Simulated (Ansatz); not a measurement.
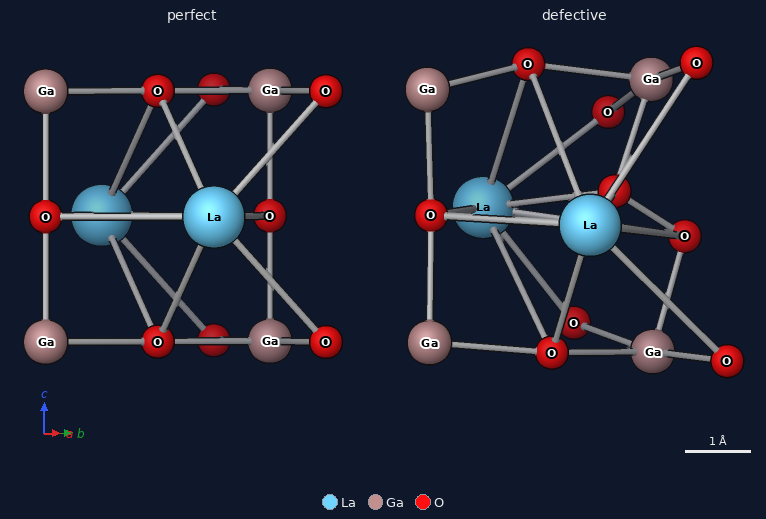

Left: perfect LaGaO₃. Right: the same region with one point defect, after relaxing the atoms in a supercell of 40 sites. A ball-and-stick model of the atoms within 3.3 Å of one point, seen from a free direction.

The calculation used DFT, PBEsol, PAW, plane waves (Ansatz 0.2.0). Settings: plane-wave cutoff 420 eV; k-point mesh 1 × 1 × 1; mesh shifted by (0.25, 0.25, 0.25); no spin polarisation. Fermi-Dirac smearing of 0.01 eV. The axes drawn are those of the host's conventional cell.

Question: What kind of defect was made?

Answer: An extra oxygen atom is put between the host's atoms (an interstitial).

The charge state of the cell is 0.

Question: What does the relaxation do around it?

Answer: The O atom starts with 4 O at 1.92 to 1.94 Å, 2 La at 1.93 Å around its place and ends with 1 O at 1.43 Å. Of the host's atoms, an oxygen atom moves furthest from its site, by 0.61 Å. The O atom itself moves 1.21 Å from where it was put.

Limits of the set-up: the periodic images lie only 7.7 Å apart, so the values are limited by the cell's size.
